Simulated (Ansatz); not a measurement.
## Molecular dynamics of CH$_{4}$ClFOTi (part 2 of 2)

The same run, continued: CH$_{4}$ClFOTi; RKS PBE-d3bjatm/def2-SVP (Ansatz 0.2.0). The geometry comes from this level: PBE0-D4/def2-TZVP.

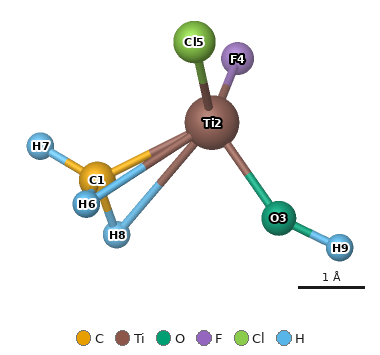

*The geometry at step 21 of the log (ball-and-stick view, seen at a tilt; atoms are numbered from 1 in the order of the input).*

**Trajectory as extended XYZ, continued**
```
9
Properties=species:S:1:pos:R:3:forces:R:3 step=11 time_fs=5.5 energy=-41481.02252 temperature=790.2
C    -1.2312    0.0235   -0.2820   -1.7847   0.6041   0.3635
Ti    0.7574    0.0689   -0.2090    1.2086  -1.4858  -0.4843
O     1.0903   -0.3659    1.4901   -0.6124   0.4867  -1.1455
F     1.3330   -1.1611   -1.4211   -0.4390   1.0818   1.0793
Cl    1.3399    2.1179   -0.7181    0.0943   0.2368  -0.0676
H    -1.5571    0.8957    0.4334    0.3224  -1.3340  -0.8945
H    -1.7489    0.1578   -1.2892    0.5744  -0.0499   0.7557
H    -1.5194   -0.9917    0.1457    0.0895   0.7816  -0.1494
H     1.6644   -0.7360    2.1579    0.5468  -0.3213   0.5428
9
Properties=species:S:1:pos:R:3:forces:R:3 step=12 time_fs=6.0 energy=-41481.00209 temperature=768.0
C    -1.2281    0.0257   -0.2782   -1.7232   0.1832  -0.0368
Ti    0.7580    0.0694   -0.2099    1.2734  -1.5902  -0.4982
O     1.0864   -0.3659    1.4934   -1.3858   0.9991  -2.1173
F     1.3342   -1.1641   -1.4253   -0.4671   1.1495   1.1460
Cl    1.3391    2.1181   -0.7175    0.0949   0.2417  -0.0684
H    -1.5362    0.8876    0.4179    0.1382  -0.9175  -0.5427
H    -1.7602    0.1473   -1.2846    0.6532  -0.0570   0.8530
H    -1.5098   -0.9861    0.1654    0.0977   0.8068  -0.1863
H     1.6470   -0.7260    2.1479    1.3187  -0.8155   1.4508
9
Properties=species:S:1:pos:R:3:forces:R:3 step=13 time_fs=6.5 energy=-41480.96050 temperature=723.4
C    -1.2254    0.0280   -0.2744   -1.5874  -0.3351  -0.4868
Ti    0.7586    0.0698   -0.2107    1.3317  -1.6877  -0.5130
O     1.0823   -0.3657    1.4964   -2.0339   1.4263  -2.9413
F     1.3353   -1.1670   -1.4294   -0.4924   1.2108   1.2066
Cl    1.3384    2.1184   -0.7168    0.0954   0.2468  -0.0692
H    -1.5150    0.8772    0.4011   -0.0781  -0.3705  -0.1005
H    -1.7700    0.1367   -1.2780    0.7031  -0.0550   0.8942
H    -1.4999   -0.9785    0.1847    0.0950   0.7907  -0.2079
H     1.6327   -0.7180    2.1413    1.9665  -1.2262   2.2180
9
Properties=species:S:1:pos:R:3:forces:R:3 step=14 time_fs=7.0 energy=-41480.91775 temperature=677.3
C    -1.2230    0.0302   -0.2707   -1.3841  -0.9402  -0.9750
Ti    0.7594    0.0701   -0.2116    1.3832  -1.7768  -0.5295
O     1.0779   -0.3652    1.4989   -2.3654   1.6462  -3.3878
F     1.3364   -1.1698   -1.4333   -0.5143   1.2651   1.2606
Cl    1.3376    2.1187   -0.7161    0.0962   0.2528  -0.0704
H    -1.4939    0.8660    0.3841   -0.3161   0.2967   0.4192
H    -1.7781    0.1259   -1.2692    0.7203  -0.0454   0.8774
H    -1.4899   -0.9690    0.2035    0.0812   0.7336  -0.2116
H     1.6232   -0.7128    2.1401    2.2991  -1.4320   2.6170
9
Properties=species:S:1:pos:R:3:forces:R:3 step=15 time_fs=7.5 energy=-41480.89048 temperature=647.1
C    -1.2209    0.0322   -0.2672   -1.1315  -1.5876  -1.4637
Ti    0.7602    0.0703   -0.2126    1.4269  -1.8561  -0.5477
O     1.0731   -0.3646    1.5009   -2.2635   1.5868  -3.3135
F     1.3375   -1.1724   -1.4370   -0.5328   1.3122   1.3080
Cl    1.3368    2.1191   -0.7155    0.0976   0.2600  -0.0720
H    -1.4736    0.8555    0.3680   -0.5543   1.0387   0.9770
H    -1.7845    0.1150   -1.2583    0.7012  -0.0297   0.8020
H    -1.4796   -0.9577    0.2217    0.0566   0.6369  -0.1952
H     1.6192   -0.7111    2.1451    2.1998  -1.3612   2.5052
9
Properties=species:S:1:pos:R:3:forces:R:3 step=16 time_fs=8.0 energy=-41480.87912 temperature=633.7
C    -1.2190    0.0339   -0.2640   -0.8592  -2.1870  -1.8817
Ti    0.7611    0.0705   -0.2135    1.4623  -1.9246  -0.5668
O     1.0679   -0.3636    1.5024   -1.7654   1.2751  -2.7577
F     1.3384   -1.1748   -1.4406   -0.5479   1.3523   1.3489
Cl    1.3361    2.1194   -0.7148    0.1001   0.2683  -0.0743
H    -1.4546    0.8475    0.3543   -0.7607   1.7628   1.4997
H    -1.7892    0.1041   -1.2456    0.6430  -0.0096   0.6678
H    -1.4692   -0.9450    0.2395    0.0219   0.5038  -0.1577
H     1.6204   -0.7127    2.1561    1.7059  -1.0411   1.9218
9
Properties=species:S:1:pos:R:3:forces:R:3 step=17 time_fs=8.5 energy=-41480.87323 temperature=626.8
C    -1.2173    0.0352   -0.2612   -0.6018  -2.6112  -2.1335
Ti    0.7620    0.0705   -0.2145    1.4884  -1.9816  -0.5848
O     1.0625   -0.3625    1.5035   -1.0361   0.8188  -1.9144
F     1.3393   -1.1770   -1.4440   -0.5595   1.3858   1.3836
Cl    1.3353    2.1198   -0.7142    0.1036   0.2775  -0.0773
H    -1.4374    0.8436    0.3442   -0.8992   2.3374   1.8899
H    -1.7923    0.0931   -1.2312    0.5437   0.0130   0.4762
H    -1.4588   -0.9310    0.2569   -0.0215   0.3394  -0.0989
H     1.6257   -0.7167    2.1717    0.9824  -0.5790   1.0592
9
Properties=species:S:1:pos:R:3:forces:R:3 step=18 time_fs=9.0 energy=-41480.86581 temperature=618.8
C    -1.2157    0.0360   -0.2588   -0.3869  -2.7356  -2.1305
Ti    0.7630    0.0704   -0.2155    1.5047  -2.0269  -0.5998
O     1.0570   -0.3613    1.5043   -0.2647   0.3386  -1.0104
F     1.3401   -1.1791   -1.4473   -0.5682   1.4135   1.4128
Cl    1.3346    2.1202   -0.7135    0.1082   0.2867  -0.0808
H    -1.4224    0.8454    0.3387   -0.9435   2.6308   2.0561
H    -1.7942    0.0822   -1.2157    0.4033   0.0362   0.2319
H    -1.4484   -0.9162    0.2741   -0.0713   0.1523  -0.0211
H     1.6333   -0.7222    2.1899    0.2184  -0.0956   0.1419
9
Properties=species:S:1:pos:R:3:forces:R:3 step=19 time_fs=9.5 energy=-41480.85738 temperature=609.6
C    -1.2142    0.0361   -0.2568   -0.2239  -2.4966  -1.8339
Ti    0.7641    0.0703   -0.2165    1.5105  -2.0605  -0.6098
O     1.0514   -0.3600    1.5049    0.4165  -0.0819  -0.2075
F     1.3409   -1.1810   -1.4503   -0.5740   1.4360   1.4370
Cl    1.3339    2.1206   -0.7129    0.1140   0.2954  -0.0849
H    -1.4097    0.8535    0.3380   -0.8906   2.5680   1.9539
H    -1.7951    0.0713   -1.1996    0.2258   0.0582  -0.0551
H    -1.4382   -0.9010    0.2912   -0.1242  -0.0450   0.0709
H     1.6415   -0.7278    2.2083   -0.4539   0.3263  -0.6706
9
Properties=species:S:1:pos:R:3:forces:R:3 step=20 time_fs=10.0 energy=-41480.84928 temperature=600.6
C    -1.2127    0.0358   -0.2552   -0.1035  -1.9302  -1.2807
Ti    0.7653    0.0700   -0.2176    1.5056  -2.0826  -0.6132
O     1.0459   -0.3588    1.5055    0.9486  -0.4063   0.4187
F     1.3415   -1.1827   -1.4532   -0.5776   1.4539   1.4568
Cl    1.3331    2.1210   -0.7123    0.1208   0.3028  -0.0892
H    -1.3991    0.8677    0.3420   -0.7631   2.1702   1.6108
H    -1.7954    0.0606   -1.1837    0.0207   0.0773  -0.3665
H    -1.4283   -0.8860    0.3085   -0.1763  -0.2358   0.1683
H     1.6486   -0.7327    2.2252   -0.9753   0.6506  -1.3048
9
Properties=species:S:1:pos:R:3:forces:R:3 step=21 time_fs=10.5 energy=-41480.83960 temperature=589.8
C    -1.2113    0.0351   -0.2539   -0.0096  -1.1578  -0.5707
Ti    0.7666    0.0696   -0.2187    1.4903  -2.0940  -0.6092
O     1.0405   -0.3576    1.5062    1.3225  -0.6291   0.8526
F     1.3421   -1.1842   -1.4559   -0.5791   1.4678   1.4726
Cl    1.3324    2.1214   -0.7116    0.1283   0.3084  -0.0938
H    -1.3903    0.8871    0.3499   -0.5978   1.5416   1.1111
H    -1.7958    0.0501   -1.1686   -0.1952   0.0922  -0.6749
H    -1.4188   -0.8715    0.3262   -0.2232  -0.4014   0.2591
H     1.6533   -0.7361    2.2390   -1.3362   0.8723  -1.7468
9
Properties=species:S:1:pos:R:3:forces:R:3 step=22 time_fs=11.0 energy=-41480.82622 temperature=575.2
C    -1.2098    0.0342   -0.2527    0.0645  -0.3312   0.1740
Ti    0.7679    0.0691   -0.2199    1.4657  -2.0956  -0.5977
O     1.0353   -0.3564    1.5070    1.5498  -0.7584   1.1054
F     1.3427   -1.1855   -1.4584   -0.5789   1.4779   1.4847
Cl    1.3317    2.1219   -0.7110    0.1365   0.3117  -0.0982
H    -1.3829    0.9102    0.3604   -0.4300   0.8172   0.5563
H    -1.7965    0.0398   -1.1552   -0.3983   0.1019  -0.9452
H    -1.4098   -0.8580    0.3445   -0.2608  -0.5234   0.3294
H     1.6549   -0.7373    2.2486   -1.5484   0.9999  -2.0086
9
Properties=species:S:1:pos:R:3:forces:R:3 step=23 time_fs=11.5 energy=-41480.81088 temperature=558.7
C    -1.2084    0.0332   -0.2514    0.1111   0.4224   0.8480
Ti    0.7693    0.0686   -0.2210    1.4332  -2.0888  -0.5790
O     1.0304   -0.3554    1.5080    1.6444  -0.8034   1.1915
F     1.3431   -1.1867   -1.4607   -0.5772   1.4844   1.4934
Cl    1.3310    2.1224   -0.7104    0.1449   0.3125  -0.1023
H    -1.3766    0.9353    0.3723   -0.2830   0.1116   0.0285
H    -1.7983    0.0297   -1.1440   -0.5614   0.1065  -1.1397
H    -1.4015   -0.8457    0.3636   -0.2865  -0.5882   0.3654
H     1.6528   -0.7361    2.2533   -1.6255   1.0429  -2.1056
9
Properties=species:S:1:pos:R:3:forces:R:3 step=24 time_fs=12.0 energy=-41480.79882 temperature=545.8
C    -1.2069    0.0323   -0.2500    0.1127   1.0263   1.3823
Ti    0.7708    0.0679   -0.2222    1.3944  -2.0752  -0.5542
O     1.0256   -0.3546    1.5091    1.6127  -0.7686   1.1178
F     1.3435   -1.1877   -1.4628   -0.5743   1.4876   1.4989
Cl    1.3303    2.1229   -0.7098    0.1531   0.3107  -0.1060
H    -1.3709    0.9606    0.3842   -0.1667  -0.5042  -0.4244
H    -1.8013    0.0199   -1.1355   -0.6592   0.1072  -1.2269
H    -1.3938   -0.8348    0.3836   -0.2989  -0.5899   0.3570
H     1.6467   -0.7325    2.2531   -1.5738   1.0062  -2.0446
9
Properties=species:S:1:pos:R:3:forces:R:3 step=25 time_fs=12.5 energy=-41480.79446 temperature=540.9
C    -1.2054    0.0316   -0.2483    0.0530   1.4531   1.7470
Ti    0.7723    0.0671   -0.2234    1.3510  -2.0564  -0.5243
O     1.0212   -0.3538    1.5105    1.4504  -0.6528   0.8795
F     1.3438   -1.1884   -1.4648   -0.5700   1.4876   1.5014
Cl    1.3296    2.1234   -0.7092    0.1608   0.3061  -0.1090
H    -1.3656    0.9847    0.3951   -0.0819  -1.0009  -0.7843
H    -1.8060    0.0103   -1.1300   -0.6751   0.1063  -1.1899
H    -1.3869   -0.8254    0.4045   -0.2989  -0.5316   0.3002
H     1.6369   -0.7264    2.2479   -1.3892   0.8885  -1.8207
9
Properties=species:S:1:pos:R:3:forces:R:3 step=26 time_fs=13.0 energy=-41480.79690 temperature=543.1
C    -1.2039    0.0312   -0.2462   -0.0734   1.7097   1.9446
Ti    0.7739    0.0662   -0.2247    1.3043  -2.0337  -0.4910
O     1.0169   -0.3531    1.5119    1.1446  -0.4495   0.4625
F     1.3440   -1.1890   -1.4665   -0.5646   1.4844   1.5009
Cl    1.3290    2.1240   -0.7086    0.1676   0.2990  -0.1113
H    -1.3606    1.0064    0.4041   -0.0251  -1.3760  -1.0525
H    -1.8122    0.0010   -1.1273   -0.6058   0.1065  -1.0320
H    -1.3806   -0.8172    0.4260   -0.2886  -0.4240   0.1976
H     1.6238   -0.7183    2.2384   -1.0590   0.6837  -1.4189
9
Properties=species:S:1:pos:R:3:forces:R:3 step=27 time_fs=13.5 energy=-41480.79853 temperature=544.1
C    -1.2024    0.0311   -0.2438   -0.2576   1.8212   1.9993
Ti    0.7756    0.0652   -0.2260    1.2552  -2.0082  -0.4557
O     1.0129   -0.3525    1.5134    0.6816  -0.1528  -0.1471
F     1.3442   -1.1894   -1.4681   -0.5579   1.4779   1.4973
Cl    1.3283    2.1245   -0.7080    0.1734   0.2896  -0.1128
H    -1.3556    1.0249    0.4106    0.0087  -1.6398  -1.2387
H    -1.8199   -0.0080   -1.1271   -0.4626   0.1100  -0.7760
H    -1.3751   -0.8101    0.4480   -0.2711  -0.2833   0.0581
H     1.6081   -0.7084    2.2255   -0.5698   0.3854  -0.8243
9
Properties=species:S:1:pos:R:3:forces:R:3 step=28 time_fs=14.0 energy=-41480.78804 temperature=531.8
C    -1.2009    0.0314   -0.2409   -0.4795   1.8181   1.9454
Ti    0.7773    0.0641   -0.2273    1.2044  -1.9803  -0.4202
O     1.0089   -0.3520    1.5150    0.0639   0.2334  -0.9429
F     1.3443   -1.1896   -1.4694   -0.5497   1.4679   1.4904
Cl    1.3277    2.1251   -0.7075    0.1779   0.2782  -0.1135
H    -1.3506    1.0394    0.4142    0.0240  -1.8056  -1.3544
H    -1.8288   -0.0168   -1.1288   -0.2670   0.1180  -0.4571
H    -1.3702   -0.8036    0.4702   -0.2496  -0.1274  -0.1055
H     1.5911   -0.6977    2.2106    0.0755  -0.0023  -0.0421
9
Properties=species:S:1:pos:R:3:forces:R:3 step=29 time_fs=14.5 energy=-41480.75796 temperature=498.8
C    -1.1996    0.0321   -0.2377   -0.7137   1.7284   1.8173
Ti    0.7791    0.0629   -0.2286    1.1524  -1.9503  -0.3863
O     1.0049   -0.3514    1.5163   -0.6629   0.6788  -1.8656
F     1.3443   -1.1896   -1.4706   -0.5398   1.4540   1.4799
Cl    1.3270    2.1257   -0.7069    0.1812   0.2654  -0.1136
H    -1.3455    1.0496    0.4145    0.0242  -1.8841  -1.4090
H    -1.8382   -0.0253   -1.1315   -0.0450   0.1304  -0.1144
H    -1.3659   -0.7974    0.4921   -0.2270   0.0271  -0.2788
H     1.5742   -0.6870    2.1956    0.8308  -0.4497   0.8705
9
Properties=species:S:1:pos:R:3:forces:R:3 step=30 time_fs=15.0 energy=-41480.71377 temperature=451.4
C    -1.1984    0.0331   -0.2341   -0.9360   1.5727   1.6420
Ti    0.7810    0.0616   -0.2299    1.0995  -1.9179  -0.3556
O     1.0009   -0.3507    1.5174   -1.3831   1.1130  -2.7721
F     1.3442   -1.1895   -1.4716   -0.5281   1.4357   1.4652
Cl    1.3264    2.1263   -0.7063    0.1832   0.2519  -0.1129
H    -1.3403    1.0552    0.4114    0.0111  -1.8808  -1.4085
H    -1.8478   -0.0335   -1.1345    0.1791   0.1459   0.2176
H    -1.3622   -0.7911    0.5133   -0.2059   0.1663  -0.4481
H     1.5594   -0.6773    2.1827    1.5801  -0.8866   1.7725
```

The run was set up as follows.

**The input**
```yaml
crystal:
  periodic: [false, false, false]
  atoms:
    - {symbol: C, position_ang: [-1.283308, 0.014516, -0.308445]}
    - {symbol: Ti, position_ang: [0.753841, 0.059952, -0.201011]}
    - {symbol: O, position_ang: [1.140949, -0.371101, 1.460399]}
    - {symbol: F, position_ang: [1.316966, -1.120885, -1.368079]}
    - {symbol: Cl, position_ang: [1.348904, 2.115764, -0.725802]}
    - {symbol: H, position_ang: [-1.698422, 0.727501, 0.408731]}
    - {symbol: H, position_ang: [-1.591077, 0.281726, -1.323238]}
    - {symbol: H, position_ang: [-1.627516, -0.995440, -0.067209]}
    - {symbol: H, position_ang: [1.728263, -0.758432, 2.107554]}
basis:
  gaussian: {orbitals: def2-SVP}
hamiltonian: {xc: {name: PBE}, dispersion: d3bjatm}
md: {timestep: 0.5 fs, n_steps: 30, ensemble: nve, temperature: 1000, initial_velocities: maxwell_boltzmann, seed: 851}
```

Launched with:
```bash
ansatz run in.yaml --threads 4 --pin off --events-out ev --progress --plain --max-ram 10444MiB
```

**Key numbers**

```csv
quantity,value
outcome,finished
mean temperature over the second half,570 K
trajectory,"30 steps, 15 fs"
ensemble,nve
temperature in the input,1000 K
time step,0.5 fs
potential energy (last step),−41480.7139 eV
mean-field energy (last step),−41480.5167 eV
dispersion energy (last step),−0.1972 eV
SCF solution under orbital rotations (last step),stable
largest force (length of the vector) (last step),3.292 eV/Å
dipole moment (last step),2.40 D
hardware,"4 threads of Arm Neoverse N1, 15 GiB of memory available, shared host"
wall time,69 s (CPU time 4.3 min)
peak memory,0.5 GiB
```

So short a trajectory is not equilibrated.
